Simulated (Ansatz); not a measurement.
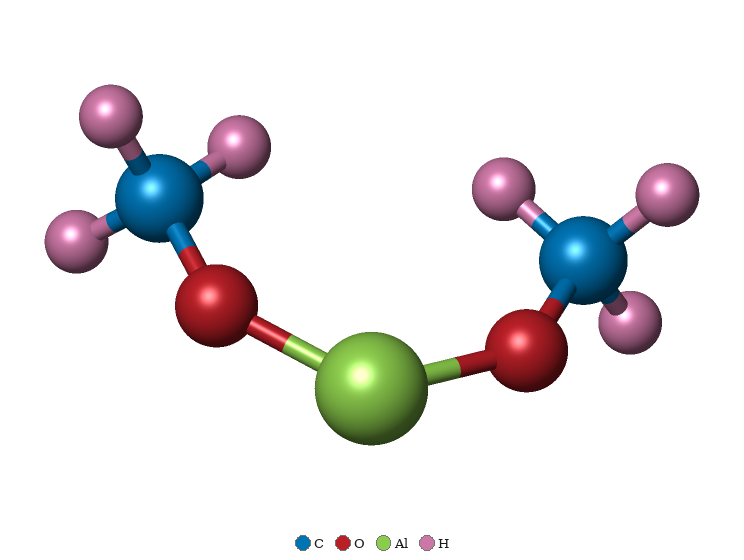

The picture comes from a calculation with Ansatz.

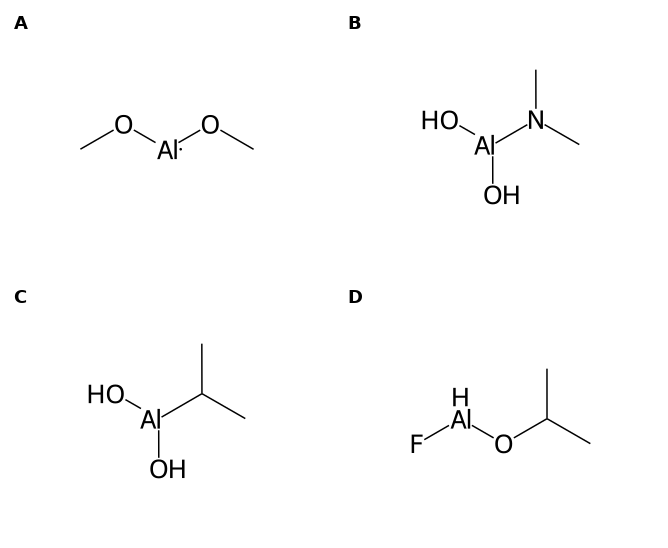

**The first picture shows one of the molecules drawn in the second. Which?**

A, `C[O][Al][O]C`.
